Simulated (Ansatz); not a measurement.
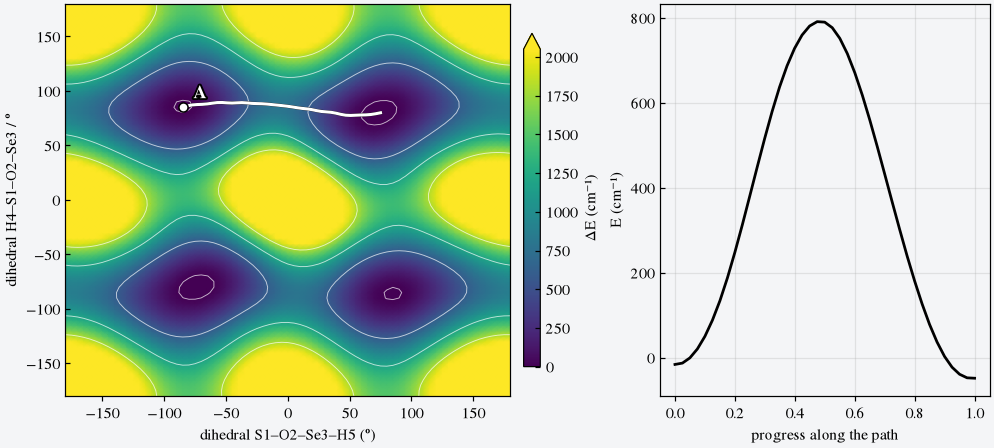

H2OSSe, SMILES SO[SeH]. Coordinates scanned: (1) dihedral S1–O2–Se3–H5; (2) dihedral H4–S1–O2–Se3. Nothing is relaxed (all other coordinates rigid). The scan uses a 12 × 12 grid; 74 points were computed and 70 follow by symmetry. All energies are given in cm⁻¹ relative to the lowest grid point. These are results of RKS BHLYP-D4/def2-TZVP in Ansatz 0.2.0, not measurements.

Drawn: a smooth colour map with a few white contour lines, a line along the lowest path, one colour for all values above the top of the scale, the energy along the path at the right, the start A. Between grid points the surface is interpolated.

### Describe the path and its barrier.

The easiest path leads from the well at dihedral S1–O2–Se3–H5 = −90°, dihedral H4–S1–O2–Se3 = 90° to a well of about the same depth at about dihedral S1–O2–Se3–H5 = 75°, dihedral H4–S1–O2–Se3 = 80°. Its highest point lies about 810 cm⁻¹ above the bottom of the first well on the interpolated surface, at about dihedral S1–O2–Se3–H5 = −10°, dihedral H4–S1–O2–Se3 = 85°. The start is the relaxed structure and all else is held, so a fully relaxed path at this level can only be lower.
